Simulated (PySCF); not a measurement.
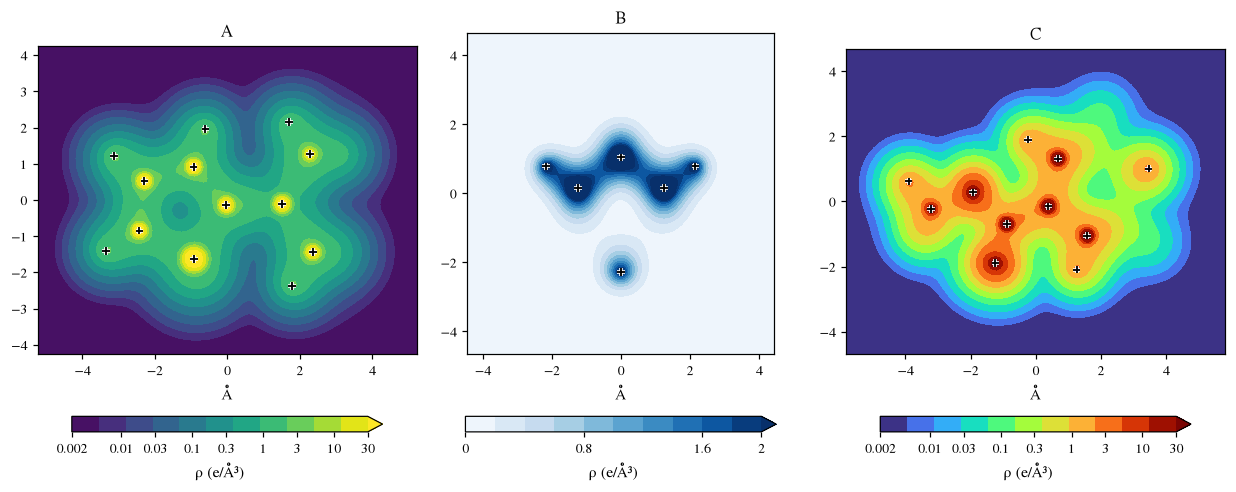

The electron density of 3 systems, each on a plane through atoms (crosses mark nuclei in the plane).

Level of theory: DFT single point, gas phase, functional wB97X (PySCF).

System 1: C₃H₈BO₂ (charge −1), the plane of atoms C3, C4 and C5. Geometry: PBE0-D3(BJ)/ma-def2-SVP.

```
atom    x (Å)    y (Å)    z (Å)
   B  -1.2594   1.2528   0.2184
   O   0.0915   1.7047  -0.2217
   C   0.8045   0.7064  -0.8503
   C   0.9359  -0.5392   0.0282
   C  -0.4537  -0.9778   0.4932
   O  -1.1411   0.0538   1.0960
   H  -1.8123   2.1677   0.8478
   H   1.8123   1.0842  -1.1256
   H   0.3078   0.3985  -1.8053
   H   1.5506  -0.2933   0.9124
   H   1.4407  -1.3563  -0.5238
   H  -1.0073  -1.3605  -0.4016
   H  -0.3658  -1.8309   1.1994
   H  -1.9235   0.9231  -0.8161
```

System 2: C₆H₉BS (SMILES CB(C)c1cccs1), the plane of atoms C4, S8 and C7. Geometry: PBE0-D3(BJ)/ma-def2-SVP.

```tsv
atom	x (Å)	y (Å)	z (Å)
C	-1.8953	-1.1338	0.1708
B	-1.0404	0.0943	-0.3214
C	-1.7579	1.2650	-1.0922
C	0.4855	0.1207	-0.0636
C	1.2736	-0.7693	0.6524
C	2.6483	-0.4382	0.6792
C	2.9132	0.7158	-0.0240
S	1.4962	1.3813	-0.7018
H	-1.9739	-1.8310	-0.6857
H	-1.4625	-1.7065	1.0041
H	-2.9296	-0.8551	0.4276
H	-2.3725	1.8240	-0.3618
H	-1.0956	1.9912	-1.5866
H	-2.4725	0.8767	-1.8374
H	0.8555	-1.6463	1.1503
H	3.4161	-1.0197	1.1922
H	3.8805	1.1973	-0.1704
```

System 3: C₈H₁₃O₂ (SMILES COC([O-])=C1CCCCC1) (charge −1), the plane of atoms O4, C3 and C5. Geometry: PBE0-D3(BJ)/ma-def2-SVP.

| atom | x (Å) | y (Å) | z (Å) |
| --- | --- | --- | --- |
| C | 3.7162 | -0.3085 | -0.4096 |
| O | 2.3852 | -0.1581 | -0.7819 |
| C | 1.5723 | 0.5457 | 0.1479 |
| O | 2.1542 | 1.0797 | 1.1159 |
| C | 0.2237 | 0.5319 | -0.1747 |
| C | -0.7518 | 1.2698 | 0.6854 |
| C | -1.9608 | 0.3994 | 1.0442 |
| C | -2.5899 | -0.2095 | -0.2073 |
| C | -1.5713 | -0.9894 | -1.0358 |
| C | -0.3583 | -0.1199 | -1.3885 |
| H | 4.1934 | 0.6540 | -0.1547 |
| H | 4.2392 | -0.7649 | -1.2667 |
| H | 3.8378 | -0.9689 | 0.4720 |
| H | -0.2404 | 1.6230 | 1.5946 |
| H | -2.7218 | 0.9813 | 1.6010 |
| H | -1.6235 | -0.4151 | 1.7114 |
| H | -3.0001 | 0.6101 | -0.8309 |
| H | -3.4491 | -0.8527 | 0.0599 |
| H | -2.0565 | -1.3840 | -1.9507 |
| H | -1.2222 | -1.8609 | -0.4517 |
| H | -0.7124 | 0.6405 | -2.1319 |
| H | 0.4045 | -0.7199 | -1.9060 |
| H | -1.1482 | 2.1836 | 0.1726 |

Q: Which map belongs to which system?

A: Panel A is system 2, C₆H₉BS: the plane holds C, B, S and H. C–C (1.38 Å): the density is about 2.1 e/Å³ at the midpoint. Panel B is system 1, C₃H₈BO₂: the plane holds C and H. C–C (1.53 Å): ρ at the midpoint is about 1.7 e/Å³. Panel C is system 3, C₈H₁₃O₂: the plane holds C, O and H. C–O (1.25 Å): ρ at the midpoint is about 3 e/Å³.
